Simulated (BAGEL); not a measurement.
# A workflow on BH3 (borane)

We compute a single-point energy (HF/def2-SVP), then a single-point energy (NEVPT2(2,2)/def2-SVP), then a single-point energy (CASPT2(2,2)/def2-SVP) of BH3 (borane). 

Program for the calculation: BAGEL 1.2.2.

## 1. The system as given

The species is BH3 (4 atoms), meant as a singlet with charge 0. SMILES: `B`. The B1–H4 distance was set to 2.268 Å, away from the relaxed value. At this shape a bond of the SMILES string is far longer than usual.

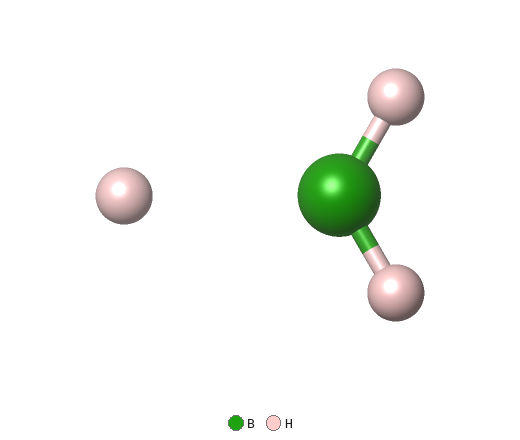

The structure, seen from a chosen angle (boron green, hydrogen pink).

## 2. A single-point energy at HF/def2-SVP (density fitting with svp-jkfit) (run 1)

calc.json reads:

```json
{ "bagel" : [

{
  "title" : "molecule",
  "basis" : "svp",
  "df_basis" : "svp-jkfit",
  "angstrom" : true,
  "geometry" : [
    { "atom" : "B", "xyz" : [    0.624394,   -0.699127,    0.554542 ] },
    { "atom" : "H", "xyz" : [    1.592694,   -0.302327,    1.128442 ] },
    { "atom" : "H", "xyz" : [    0.334294,   -1.855827,    0.602642 ] },
    { "atom" : "H", "xyz" : [   -0.664400,    0.744900,   -0.626900 ] }
  ]
},
{
  "title" : "hf"
},
{
  "title" : "print",
  "file" : "orbitals.molden",
  "orbitals" : true
}

]}
```

Run with:

```bash
$ BAGEL_NUM_THREADS=1 BAGEL calc.json > calc.out
```

What it wrote:

```text
* using 1 threads per process

  ===============================================================
  ===============================================================

  *** Geometry ***

  { "atom" : "B", "xyz" : [      1.179934,     -1.321159,      1.047933 ] },
  { "atom" : "H", "xyz" : [      3.009755,     -0.571315,      2.132446 ] },
  { "atom" : "H", "xyz" : [      0.631724,     -3.507005,      1.138828 ] },
  { "atom" : "H", "xyz" : [     -1.255534,      1.407657,     -1.184669 ] },

  Number of auxiliary basis functions:      129

  Since a DF basis is specified, we compute 2- and 3-index integrals:
    o Being stored without compression. Storage requirement is 0.001 GB

  Number of basis functions:       29
  Number of electrons      :        8

    * METHOD: MOLECULE                             0.01

  *** RHF ***

  === Nuclear Repulsion ===
     6.2042255660

      * DIIS with orbital gradients will be used.

  === RHF iteration (svp) ===
      0        -26.20337126          0.01425362           0.00
      1        -26.22332929          0.00423749           0.00
      2        -26.22546898          0.00055526           0.00
      3        -26.22550440          0.00013056           0.00
      4        -26.22550702          0.00001795           0.00
      5        -26.22550706          0.00000243           0.00
      6        -26.22550706          0.00000028           0.00
      7        -26.22550706          0.00000004           0.00
      8        -26.22550706          0.00000001           0.00
    * SCF iteration converged.

    * Permanent dipole moment:
           (   -0.491562,     0.550753,    -0.450561) a.u.

    * METHOD: HF                                   0.02

    * METHOD: PRINT                                0.00

  ===============================================================
```

It took 0.28 s on 1 thread of Intel Xeon 6975P-C (Granite Rapids), shared host.

## 3. The energy at NEVPT2(2,2)/def2-SVP (density fitting with svp-jkfit) (run 2)

calc.json reads:

```json
{ "bagel" : [

{
  "title" : "molecule",
  "basis" : "svp",
  "df_basis" : "svp-jkfit",
  "angstrom" : true,
  "geometry" : [
    { "atom" : "B", "xyz" : [       0.624394,      -0.699127,       0.554542 ] },
    { "atom" : "H", "xyz" : [       1.592694,      -0.302327,       1.128442 ] },
    { "atom" : "H", "xyz" : [       0.334294,      -1.855827,       0.602642 ] },
    { "atom" : "H", "xyz" : [      -0.664400,       0.744900,      -0.626900 ] }
  ]
},

{
  "title" : "hf"
},

{
  "title" : "nevpt2",
  "nstate" : 1,
  "nact" : 2,
  "nclosed" : 3,
  "active" : [4, 6],
  "maxiter" : 200,
  "natocc" : true,
  "ncore" : 1
},

{
  "title" : "print",
  "file" : "orbitals.molden",
  "orbitals" : true
}

]}
```

Run with:

```bash
$ BAGEL_NUM_THREADS=1 BAGEL calc.json > calc.out
```

What it wrote:

```text
* using 1 threads per process

  ===============================================================
  ===============================================================

  *** Geometry ***

  { "atom" : "B", "xyz" : [      1.179934,     -1.321159,      1.047933 ] },
  { "atom" : "H", "xyz" : [      3.009755,     -0.571315,      2.132446 ] },
  { "atom" : "H", "xyz" : [      0.631724,     -3.507005,      1.138828 ] },
  { "atom" : "H", "xyz" : [     -1.255534,      1.407657,     -1.184669 ] },

  Number of auxiliary basis functions:      129

  Since a DF basis is specified, we compute 2- and 3-index integrals:
    o Being stored without compression. Storage requirement is 0.001 GB

  Number of basis functions:       29
  Number of electrons      :        8

[... 15 lines left out ...]
    * SCF iteration converged.
[... 1 line left out ...]
    * Permanent dipole moment:
[... 28 lines left out ...]
    * Second-order optimization converged. *

     guess   0:   closed 1.                   open ..

  === FCI iteration ===

      0  0       -26.22087593     7.86e-02      0.00
      1  0       -26.27310211     1.06e-02      0.00
      2  0 *     -26.27424891     4.87e-16      0.00

     * ci vector, state   0, <S^2> = 0.0000
       2.     0.9466399439
       .2    -0.3222930600

  === DF-NEVPT2 calculation ===

    * 3-index integral transformation done
    * assembly done

      NEVPT2 correlation energy:   -0.0696089075      0.00

          (+0)     -0.0496471334
          (+0)'    -0.0040338491
          (+1)     -0.0026031308
          (+1)'    -0.0000000000
          (+2)     -0.0001644493
          (-1)     -0.0105215337
          (-1)'     0.0000000000
          (-2)     -0.0026388113

      NEVPT2 total energy:        -26.3438578179

    * METHOD: NEVPT2                               0.05

    * METHOD: PRINT                                0.00

  ===============================================================
```

It took 0.28 s on 1 thread of Intel Xeon 6975P-C (Granite Rapids), shared host.

## 4. The energy at CASPT2(2,2)/def2-SVP (density fitting with svp-jkfit) (run 3)

input.json reads:

```json
{ "bagel" : [

{
  "title" : "molecule",
  "basis" : "svp",
  "df_basis" : "svp-jkfit",
  "angstrom" : "true",
  "geometry" : [
    { "atom" : "B", "xyz" : [    0.624394,   -0.699127,    0.554542 ] },
    { "atom" : "H", "xyz" : [    1.592694,   -0.302327,    1.128442 ] },
    { "atom" : "H", "xyz" : [    0.334294,   -1.855827,    0.602642 ] },
    { "atom" : "H", "xyz" : [   -0.664400,    0.744900,   -0.626900 ] }
  ]
},
{
  "title" : "hf"
},
{
  "title" : "casscf",
  "nstate" : 1,
  "nact" : 2,
  "nclosed" : 3,
  "active" : [4, 6],
  "maxiter" : 200,
  "natocc" : "true"
},
{
  "title" : "print",
  "file" : "orbitals.molden",
  "orbitals" : "true"
},
{
  "title" : "smith",
  "method" : "caspt2",
  "ms" : "true",
  "xms" : "true",
  "sssr" : "true",
  "shift" : 0.2,
  "shift_imag" : "true",
  "ncore" : 1
}

]}
```

Run with:

```bash
$ BAGEL_NUM_THREADS=1 BAGEL input.json > input.out
```

What it wrote:

```text
* using 1 threads per process

  ===============================================================
  ===============================================================

  *** Geometry ***

  { "atom" : "B", "xyz" : [      1.179934,     -1.321159,      1.047933 ] },
  { "atom" : "H", "xyz" : [      3.009755,     -0.571315,      2.132446 ] },
  { "atom" : "H", "xyz" : [      0.631724,     -3.507005,      1.138828 ] },
  { "atom" : "H", "xyz" : [     -1.255534,      1.407657,     -1.184669 ] },

  Number of auxiliary basis functions:      129

  Since a DF basis is specified, we compute 2- and 3-index integrals:
    o Being stored without compression. Storage requirement is 0.001 GB

  Number of basis functions:       29
  Number of electrons      :        8

[... 15 lines left out ...]
    * SCF iteration converged.
[... 1 line left out ...]
    * Permanent dipole moment:
[... 27 lines left out ...]
    * Second-order optimization converged. *
[... 9 lines left out ...]
     * ci vector, state   0, <S^2> = 0.0000
[... 16 lines left out ...]
    * Zeroth order energy : state  0       -0.5669244544
[... 4 lines left out ...]
       #      aibj      arbs      arbi      airj      risj      airs      arst      rist         Etot      error   time
[... 2 lines left out ...]
       0  -0.04949  -0.00327  -0.01098  -0.00286  -0.00026  -0.00385  -0.00000  -0.00000   -0.0707179  0.0013117   0.00
       1  -0.04951  -0.00328  -0.01099  -0.00288  -0.00027  -0.00390   0.00000  -0.00000   -0.0708284  0.0001698   0.00
       2  -0.04951  -0.00328  -0.01099  -0.00288  -0.00027  -0.00390  -0.00000  -0.00000   -0.0708302  0.0000243   0.00
       3  -0.04951  -0.00328  -0.01099  -0.00288  -0.00027  -0.00390  -0.00000  -0.00000   -0.0708303  0.0000034   0.00
       4  -0.04951  -0.00328  -0.01099  -0.00288  -0.00027  -0.00390   0.00000  -0.00000   -0.0708303  0.0000004   0.00

      ------------------------------------------------------------------------------------------------------------------

    * CASPT2 energy : state  0      -26.3456162477
        w/o shift correction        -26.3450791785
        reference weight              0.9722919130

    * METHOD: SMITH                                0.02

  ===============================================================
```

Wall time 0.3 s (1 thread of Intel Xeon 6975P-C (Granite Rapids), shared host).

## 5. What came out

```
                                 quantity         value
         run 1, HF/def2-SVP: total energy  -26.22551 Eh
        run 1, HF/def2-SVP: dipole moment        2.20 D
          run 1, HF/def2-SVP: HOMO energy      -9.58 eV
          run 1, HF/def2-SVP: LUMO energy       1.11 eV
        run 1, HF/def2-SVP: HOMO–LUMO gap      10.69 eV
run 2, NEVPT2(2,2)/def2-SVP: total energy  -26.34386 Eh
run 3, CASPT2(2,2)/def2-SVP: total energy  -26.34562 Eh
```
